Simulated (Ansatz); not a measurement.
## Squeezing and shearing a frame of amorphous polypropylene (as short chains C8H18) from 300 K (78 atoms)

How stiff is a frame of amorphous polypropylene (as short chains C8H18) from 300 K (78 atoms), and how do its levels respond to strain?

Calculated with Ansatz 0.2.0; Kohn-Sham DFT, r2SCAN+D3(BJ), PAW (set soft_2), plane waves.

## Step 1: The structure

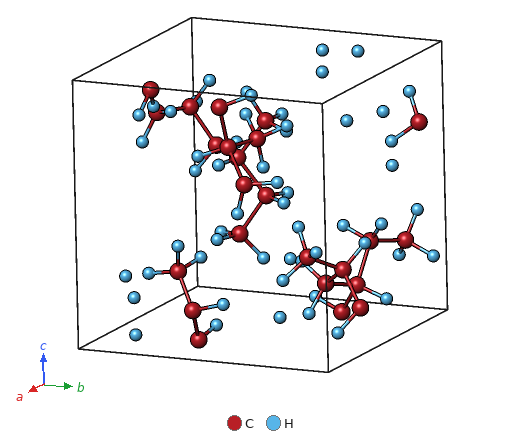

The starting structure, seen slightly off an axis (carbon red, hydrogen blue). Bonds to atoms that aren't drawn are left out. Some periodic images of atoms are drawn too.

The cell holds 78 atoms: 24 C and 54 H. Its edges and angles: a = 8.864 Å, b = 8.864 Å, c = 8.864 Å, α = 90.0°, β = 90.0°, γ = 90.0°. 3 polypropylene chains of 2 units with methyl end groups placed at random, at 0.817 g/cm³; overlaps pushed apart, then 20 ps at 800 K with MMFF94 bonds, angles, torsions, charges and radii (Halgren, J. Comput. Chem. 17, 490 (1996)) in harmonic and 12-6 forms. Snapshot after 30 ps at 300 K and fixed volume.

Limits known from the start: The network of contacts between molecules at the start is that of the classical potential that made the cell, and needn't be the one that DFT or experiment would give. Sampling is at Γ alone.

## Step 2: Single point at the start

The forces at the start show how far the geometry lies from a minimum of this functional.

input.yaml reads:

```yaml
crystal:
  lattice:
    - [8.86432, 0.0, 0.0]
    - [0.0, 8.86432, 0.0]
    - [0.0, 0.0, 8.86432]
  atoms:
    - { symbol: C, position: [0.34169, 0.33868, 0.30422] }
    - { symbol: C, position: [0.30536, 0.43081, 0.44664] }
    - { symbol: C, position: [0.33992, 0.33599, 0.58783] }
    - { symbol: C, position: [0.30714, 0.43552, 0.72562] }
    - { symbol: C, position: [0.23278, 0.20093, 0.59745] }
    - { symbol: C, position: [0.247, 0.10585, 0.73498] }
    - { symbol: C, position: [0.13837, 0.96943, 0.72814] }
    - { symbol: C, position: [0.41157, 0.05105, 0.74777] }
    - { symbol: H, position: [0.28164, 0.23534, 0.28897] }
    - { symbol: H, position: [0.29576, 0.4101, 0.21016] }
    - { symbol: H, position: [0.46247, 0.30617, 0.30843] }
    - { symbol: H, position: [0.18833, 0.46042, 0.43229] }
    - { symbol: H, position: [0.37225, 0.53304, 0.4436] }
    - { symbol: H, position: [0.45812, 0.31641, 0.58525] }
    - { symbol: H, position: [0.3387, 0.37828, 0.83457] }
    - { symbol: H, position: [0.35288, 0.54095, 0.70679] }
    - { symbol: H, position: [0.1827, 0.44164, 0.72253] }
    - { symbol: H, position: [0.2545, 0.12423, 0.50013] }
    - { symbol: H, position: [0.1192, 0.22677, 0.58448] }
    - { symbol: H, position: [0.22855, 0.17721, 0.83528] }
    - { symbol: H, position: [0.16561, 0.8706, 0.65469] }
    - { symbol: H, position: [0.02873, 0.02531, 0.69669] }
    - { symbol: H, position: [0.10792, 0.91904, 0.83083] }
    - { symbol: H, position: [0.43813, 0.00313, 0.63977] }
    - { symbol: H, position: [0.48574, 0.14243, 0.77624] }
    - { symbol: H, position: [0.42771, 0.96651, 0.83451] }
    - { symbol: C, position: [0.88378, 0.35075, 0.2928] }
    - { symbol: C, position: [0.947, 0.43626, 0.16887] }
    - { symbol: C, position: [0.84082, 0.40614, 0.03282] }
    - { symbol: C, position: [0.88294, 0.25598, 0.95954] }
    - { symbol: C, position: [0.88983, 0.53383, 0.92047] }
    - { symbol: C, position: [0.82248, 0.53243, 0.75583] }
    - { symbol: C, position: [0.66046, 0.57111, 0.75335] }
    - { symbol: C, position: [0.92024, 0.64115, 0.64876] }
    - { symbol: H, position: [0.87331, 0.22746, 0.27204] }
    - { symbol: H, position: [0.76887, 0.38704, 0.32145] }
    - { symbol: H, position: [0.93869, 0.37859, 0.40121] }
    - { symbol: H, position: [0.94043, 0.55574, 0.20026] }
    - { symbol: H, position: [0.06911, 0.40766, 0.15435] }
    - { symbol: H, position: [0.72292, 0.42141, 0.06152] }
    - { symbol: H, position: [0.9897, 0.25889, 0.89086] }
    - { symbol: H, position: [0.79725, 0.22456, 0.87502] }
    - { symbol: H, position: [0.86872, 0.16754, 0.03676] }
    - { symbol: H, position: [0.85987, 0.648, 0.9677] }
    - { symbol: H, position: [0.00776, 0.52535, 0.92661] }
    - { symbol: H, position: [0.84118, 0.41938, 0.7167] }
    - { symbol: H, position: [0.62385, 0.57533, 0.63908] }
    - { symbol: H, position: [0.59301, 0.49542, 0.82218] }
    - { symbol: H, position: [0.64174, 0.68228, 0.80626] }
    - { symbol: H, position: [0.04692, 0.6354, 0.68242] }
    - { symbol: H, position: [0.91795, 0.61029, 0.53711] }
    - { symbol: H, position: [0.87646, 0.75256, 0.65641] }
    - { symbol: C, position: [0.06814, 0.87037, 0.26414] }
    - { symbol: C, position: [0.22296, 0.80361, 0.29121] }
    - { symbol: C, position: [0.32524, 0.79626, 0.1506] }
    - { symbol: C, position: [0.25871, 0.70107, 0.02654] }
    - { symbol: C, position: [0.48482, 0.7481, 0.18913] }
    - { symbol: C, position: [0.57868, 0.86411, 0.27233] }
    - { symbol: C, position: [0.71048, 0.78786, 0.3426] }
    - { symbol: C, position: [0.65309, 0.96669, 0.15644] }
    - { symbol: H, position: [0.01616, 0.89537, 0.36754] }
    - { symbol: H, position: [0.99598, 0.80921, 0.18734] }
    - { symbol: H, position: [0.06941, 0.98148, 0.21493] }
    - { symbol: H, position: [0.2112, 0.69164, 0.33645] }
    - { symbol: H, position: [0.27673, 0.87642, 0.37314] }
    - { symbol: H, position: [0.32978, 0.91572, 0.11036] }
    - { symbol: H, position: [0.33966, 0.68328, 0.93646] }
    - { symbol: H, position: [0.15528, 0.73872, 0.97567] }
    - { symbol: H, position: [0.23711, 0.58581, 0.06873] }
    - { symbol: H, position: [0.5486, 0.70999, 0.0886] }
    - { symbol: H, position: [0.47431, 0.649, 0.26078] }
    - { symbol: H, position: [0.52222, 0.92709, 0.36373] }
    - { symbol: H, position: [0.76556, 0.71272, 0.26255] }
    - { symbol: H, position: [0.79485, 0.86226, 0.38532] }
    - { symbol: H, position: [0.65943, 0.7285, 0.43733] }
    - { symbol: H, position: [0.73051, 0.91142, 0.07625] }
    - { symbol: H, position: [0.5545, 0.01251, 0.08807] }
    - { symbol: H, position: [0.711, 0.05604, 0.2087] }
kpoints:
  mp_grid: { grid: [1, 1, 1] }
hamiltonian:
  xc: r2scan
  dispersion: d3bj
scf:
  occupations: { method: fermi_dirac, width: 0.025 }
output:
  forces: true
```

Command:

```console
$ ansatz run input.yaml --threads 4 --pin off --max-ram 8192MiB --backend cpu --events-out ev --progress --plain --runs-dir out
```

The program printed:

```text
Warning: the engine holds no damping parameters fitted to this dispersion correction and functional, so the run takes those fitted to r2scan beside the three-body term, which d3bj leaves out (hamiltonian.dispersion, under Limitations)
Engine: ansatz 0.2.0, x86_64-unknown-linux-gnu
Pseudopotentials: kind: paw
Pseudopotential: C, paw, valence charge 4, recommended cutoff 500 eV (meta_gga), C.paw.azcp
Pseudopotential: H, paw, valence charge 1, recommended cutoff 500 eV (meta_gga), H.paw.azcp
[... 6 lines on functional and potentials left out ...]
Crystal: 78 atoms, lattice volume = 696.524 Å³
Basis set: ecut = 500 eV, 17773 PW (Γ), exchange–correlation on 288×288×288 points (64 copies of the dense FFT grid, shifted against one another)
Bands: 153, of which v1, the nominal top of the filled ones, is band 75 counted from 1 (74 counted from 0)
Symmetry: 1 space group operations
Space group: P1 (ITA 1), of the structure as read, at distance tolerance 8.9e-5 Å
k-points: 1
[... 6 lines on functional and potentials left out ...]
Initial density: superposition of atomic densities (neutral atoms: chi_scale 0, normalization atom), corrected by the library's trained network
Initial wavefunctions: pseudopotential atomic-orbital guess
Functional: x = r2scan, c = r2scan; τ floored in thin density (d = 2e-4 eV/Å³)
SCF iter   1: F=—  HF=-6915.359694 eV  |F-HF|=—  |Δ(HF+E_count)|=         —  Δρ=5.93e-3  dr2=1.78e-1  dr2_τ=5.48e0  ethr=1.77e-3  ⟨swp⟩=6.0  Hψ=733  notcnv=0  defer=28
preconditioner: auto → Resta (q_TF=auto, 2.112 Å⁻¹)  ε∞=2.1  [insulator: Δε(μ)=5.991 eV  Ē_g=16.377 eV  σ=0.025 eV  W_gap=1.00  n_scr=92 (ndim 8)  ℏωp=17.2 eV  f_vac=0.196  D(μ)=0.00/eV (n_scr^D=0)  ε∞_Penn≈2.1]
SCF iter   2: F=—  HF=-6914.055929 eV  |F-HF|=—  |Δ(HF+E_count)|=    1.30e0  Δρ=3.17e-3  dr2=4.25e-2  dr2_τ=2.62e-3  ethr=1.18e-4  ⟨swp⟩=3.0  Hψ=265  notcnv=0  defer=71
SCF iter   3: F=—  HF=-6914.056099 eV  |F-HF|=—  |Δ(HF+E_count)|=   1.70e-4  Δρ=5.70e-4  dr2=3.35e-3  dr2_τ=3.29e-4  ethr=2.83e-5  ⟨swp⟩=3.0  Hψ=143  notcnv=0  defer=4
automatic band count: iteration 3 solves 86 bands in place of 153: the levels show a gap, and the empty bands left out lie too high to hold charge; the band table lists the bands solved (type scf.n_extra_bands for more)
SCF iter   4: F=—  HF=-6914.058221 eV  |F-HF|=—  |Δ(HF+E_count)|=   2.12e-3  Δρ=2.44e-4  dr2=5.59e-4  dr2_τ=8.59e-5  ethr=2.24e-6  ⟨swp⟩=2.0  Hψ=159  notcnv=0  defer=4
SCF iter   5: F=—  HF=-6914.058961 eV  |F-HF|=—  |Δ(HF+E_count)|=   7.40e-4  Δρ=8.43e-5  dr2=7.54e-5  dr2_τ=4.30e-6  ethr=3.73e-7  ⟨swp⟩=2.0  Hψ=159  notcnv=0  defer=4
SCF iter   6: F=—  HF=-6914.059728 eV  |F-HF|=—  |Δ(HF+E_count)|=   7.67e-4  Δρ=1.92e-5  dr2=4.22e-6  dr2_τ=3.18e-7  ethr=5.03e-8  ⟨swp⟩=2.0  Hψ=168  notcnv=0  defer=4
SCF iter   7: F=—  HF=-6914.059742 eV  |F-HF|=—  |Δ(HF+E_count)|=   1.38e-5  Δρ=9.50e-6  dr2=7.73e-7  dr2_τ=9.41e-8  ethr=2.81e-9  ⟨swp⟩=2.0  Hψ=155  notcnv=0  defer=4
SCF iter   8: F=-6914.059743 eV  HF=-6914.059743 eV  |F-HF|=1.62e-7  |Δ(HF+E_count)|=   1.02e-6  Δρ=2.30e-6  dr2=4.51e-8  dr2_τ=4.20e-9  ethr=6.67e-11  ⟨swp⟩=3.0  Hψ=395  notcnv=0
SCF 1 converged in 8 iterations: F = -6914.059743 eV  dr2 = 4.51e-8
  greatest PAW one-centre occupation: 0.682 electrons in one spin orbital (limit 2), on the C atom at site 58 (counted from 0), in its partial waves of l = 0
SCF converged after 8 iterations
Free energy (F): -6914.059743 eV
Harris-Foulkes:  -6914.059743 eV  (|F-HF|=1.62e-7)
Internal energy: -6914.059743 eV  (E = F + TS)
E sigma→0 (E₀):  -6914.059743 eV
Fermi energy:    0.784742 eV
--- Per-component energies (eV) ---
  E_band       = -1146.563195
  E_kinetic    = 2969.296812
  E_local      = -8751.917484  (includes V_loc(G=0)·N_el)
  E_nonlocal   = 734.386217
  E_hartree    = 3132.926741
  E_xc         = -1640.304134
  E_vxc        = -2287.774700  (∫ρ·V_xc dr)
  E_paw        = -2454.258750  (= ΣΔE_a)
  E_vpaw       = -205.678292  (= ΣTr[D̂ρ^β])
  E_aug_tail   = -0.027230  (compensation charges beyond the density's cutoff)
  E_vtau       = 129.293907  (kinetic-family band-sum trace: ∫τ·v_τ [+ j·A + Jᵃ·Aᵃ] dr)
  E_ewald      = -901.818788
  E_disp       = -1.748556  (pairwise vdW)
  E_core_change = -0.594570  (= ΣΔE_core)
  E_smearing   = -0.000000  (= −TS)
  E_closure    = -0.000000  (closes the sum)
  Σ components = -6914.059743   (vs F -6914.059743, Δ=0.00e0)
--- Forces (eV/Å), atoms counted from 1 ---
  atom   1  C      0.18772467     1.27221237    -0.38083060
  atom   2  C      0.32970936    -1.82321243    -0.59770633
  atom   3  C     -2.11056517     1.60109901     0.44980626
  atom   4  C     -1.60321194    -2.78112347     0.40004246
  atom   5  C      2.46620701    -1.45378038    -1.41359262
  atom   6  C      1.33742936    -1.43721817     1.22261522
  atom   7  C     -1.23827614     1.52175341    -1.19816177
  atom   8  C     -0.80848131    -0.03624812     0.38478526
  atom   9  H     -0.62275757    -0.67357310     0.45366785
  atom  10  H      1.44210083    -0.58378680     0.12156690
  atom  11  H     -0.39088111     0.55470922    -0.81494593
  atom  12  H     -0.58964714     0.29978361     0.66305264
  atom  13  H      0.12055272     0.19750643     0.17341961
  atom  14  H      0.94012706    -0.95610955    -0.10561495
[...]
atom  77  H      1.33545330     0.11944864     0.27777746
  atom  78  H      0.59383640     1.14577716     0.52712060
  max |Σ_I F_I| component: 1.01e-4 eV/Å
```

The job ended after 14 s (4 threads of Intel Xeon Platinum 8488C (Sapphire Rapids), shared host; peak memory 2.1 GiB; 54 s of CPU time).

Notices of the run: dispersion damping borrowed.

The r.m.s. force at the start is 0.93 eV/Å.

(Continued in part 2 of 4.)

[Logs are printed without paths, hosts, clocks, repeated set-up lines and the standing remarks that a program may print on its own settings, such as how far it seeks lower states.]

[Hosts, paths, dates, database ids (printed as entryN), source tags and the programs' standing remarks are cut or masked in the printed files.]

[The MMFF94 radii named for the starting cell were scaled by 0.96; in molecules described by MMFF94, hydrogen bound to N, O or S took a small fixed 12-6 site in their place.]
